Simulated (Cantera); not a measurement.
Input: 1 mol Si3N4, 4 mol H2O, 3.5 mol N2, equilibrated at 0.133 bar.

Method: chemical equilibrium by Gibbs-energy minimisation in Cantera with the NASA 1993 tables (ideal gas, pure condensed phases). Candidate condensed phases: H2O, Si, SiO2, Si2N2O, Si3N4; 35 gas species. Mutual solubility and eutectic melting of coexisting phases are not modelled. The tables hold silica as quartz up to 1696 K and as liquid above; real silica turns to tridymite and cristobalite and melts near 1996 K. Kinetics and transport are ignored.

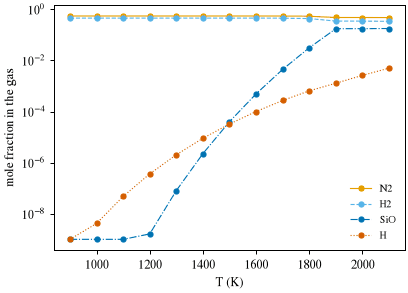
Figure: Equilibrium gas composition (values under 1e-9 drawn at 1e-9)

From 900 K to 1600 K the condensed part is SiO2(β-quartz) + Si2N2O(s). From 1700 K to 1800 K the condensed part is SiO2(condensed) + Si2N2O(s). At 1900 K the condensed part is SiO2(condensed). From 2000 K to 2100 K the condensed part is SiO2(l).
